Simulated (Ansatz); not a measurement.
# C₂H₄BN: small, medium and large basis sets

Aim: see how fast density functionals converge with the basis set for C₂H₄BN.

Method: one geometry, several basis sets; program: Ansatz 0.2.0, Gaussian basis.

The runs, in order: PBE0-D4/def2-SVP; ωB97M-V/def2-SVP; PBE0-D4/def2-QZVPP; ωB97M-V/def2-QZVPP; the functionals' def2-TZVPP values are taken from earlier runs.

### Step 1. The geometry

The geometry comes from an earlier relaxation with PBE0-D4 in a triple-zeta def2 set; it is a stationary point, not always the lowest conformer.

SMILES `CBC#N`, 8 atoms, charge 0, spin multiplicity 1.

Atoms are counted from 1 here; the program's logs count them from 0.

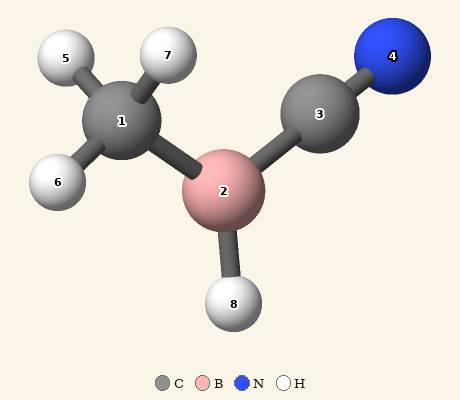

The geometry (carbon grey, boron pink, nitrogen blue, hydrogen white); atoms are numbered from 1 in the order of the file.

### Step 2. PBE0-D4 in def2-SVP

File in.yaml:

```yaml
crystal:
  periodic: [false, false, false]
  atoms:
    - {symbol: C, position_ang: [-0.712239, 0.690618, -0.242096]}
    - {symbol: B, position_ang: [-0.017537, -0.506960, 0.447712]}
    - {symbol: C, position_ang: [1.412660, -0.893276, 0.039759]}
    - {symbol: N, position_ang: [2.486105, -1.185124, -0.264617]}
    - {symbol: H, position_ang: [-0.733763, 0.527333, -1.327239]}
    - {symbol: H, position_ang: [-1.722563, 0.892878, 0.109051]}
    - {symbol: H, position_ang: [-0.099678, 1.592669, -0.116848]}
    - {symbol: H, position_ang: [-0.520684, -1.175238, 1.298476]}
basis:
  gaussian: {orbitals: def2-SVP}
hamiltonian: {xc: pbe0, dispersion: d4}
output: {orbitals: {seedname: orbitals}}
```

Further steps of the session: ωB97M-V in def2-SVP; PBE0-D4 in def2-QZVPP; ωB97M-V in def2-QZVPP.

Q: Predict the results of all the runs planned. Wanted: PBE0-D4: double and triple zeta above quadruple; ωB97M-V: double and triple zeta above quadruple.

**Answer**, as computed:

```
                                       quantity          value
PBE0-D4: double and triple zeta above quadruple  5.07, 0.24 eV
ωB97M-V: double and triple zeta above quadruple  5.30, 0.22 eV
```

PBE0-D4 gains 4.83 eV from double to triple zeta, then 0.24 eV more. These are total energies; as a rule much of such shifts cancels in differences, which this series doesn't test.
